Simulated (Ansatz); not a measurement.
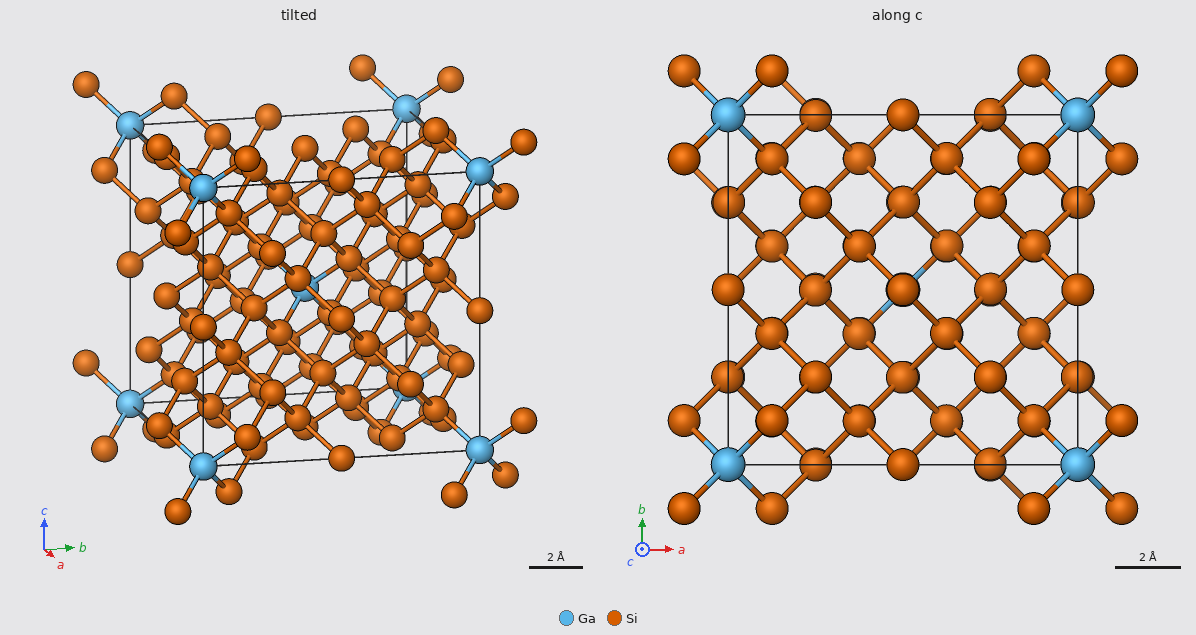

Drawn in the ball-and-stick manner and seen slightly off an axis and along the c axis. The edges of the drawn cell (a repeat of the simulation cell) are marked. Some atoms of the next cells are drawn as well.

Describe the arrangement of the atoms.

- Formula: GaSi31.
- Within 0.01 Å the space group is I-43m (No. 217), body-centred cubic.
- One cell contains 2 Ga, 62 Si, 64 atoms in all.
- Ga is surrounded by four Si in a tetrahedral arrangement at about 2.4 Å.
- The bonds build a three-dimensional framework.

It goes back to a structure listed in the Materials Project, repeated into a supercell with a point defect put in. The atoms were relaxed in a fixed cell with DFT LDA, scalar-relativistic, plane waves, PAW in Ansatz 0.2.0.
